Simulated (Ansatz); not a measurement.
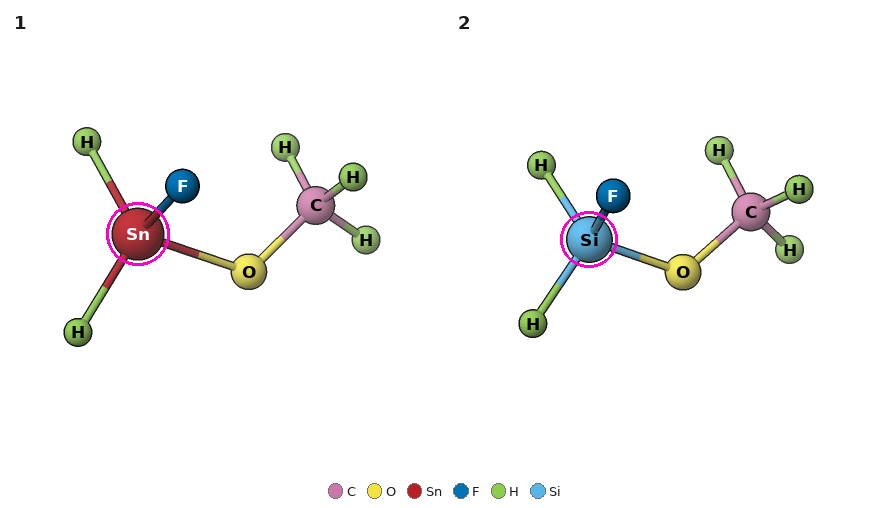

2 molecules with one skeleton, seen from the same side and at one scale; the atom that differs is circled. Charge 0, singlet. Computed geometries: PBE0-D4/def2-TZVP optimisations, one conformation each. Properties computed with Ansatz 0.2.0. Elements past Kr carry core potentials.

One atom differs, called X below: Sn in panel 1, Si in panel 2. Their formulas are CH5FOSn (`C[O][SnH2][F]`), CH5FOSi (`CO[SiH2]F`).

**In which is the angle H–X–H larger (PBE0-D4/def2-TZVP)?**

In panel 1 (X = Sn).

**In which is the harmonic zero-point energy higher (PBE0-D4/def2-TZVP)?**

In panel 2 (X = Si).

Give the values. With PBE0-D4/def2-TZVP: length of X–F (Å), mean length of X–H (Å), length of X–O (Å), angle H–X–H (°), harmonic zero-point energy (kJ/mol). With PBE0-D4/def2-QZVPP: HOMO energy (Kohn–Sham orbital) (eV), HOMO–LUMO gap (eV). With B3LYP-D4/def2-TZVPP: dipole moment (D).

```json
{"quantity": "length of X–F (Å)", "1 (Sn)": "1.923", "2 (Si)": "1.598", "2 − 1": "−0.325"}
{"quantity": "mean length of X–H (Å)", "1 (Sn)": "1.697", "2 (Si)": "1.479", "2 − 1": "−0.218"}
{"quantity": "length of X–O (Å)", "1 (Sn)": "1.945", "2 (Si)": "1.623", "2 − 1": "−0.322"}
{"quantity": "angle H–X–H (°)", "1 (Sn)": "121.6", "2 (Si)": "114.2", "2 − 1": "−7.4"}
{"quantity": "HOMO energy (Kohn–Sham orbital) (eV)", "1 (Sn)": "−8.07", "2 (Si)": "−8.82", "2 − 1": "−0.75"}
{"quantity": "HOMO–LUMO gap (eV)", "1 (Sn)": "7.43", "2 (Si)": "9.32", "2 − 1": "+1.89"}
{"quantity": "dipole moment (D)", "1 (Sn)": "2.36", "2 (Si)": "1.60", "2 − 1": "−0.76"}
{"quantity": "harmonic zero-point energy (kJ/mol)", "1 (Sn)": "150.0", "2 (Si)": "164.9", "2 − 1": "+14.9"}
```
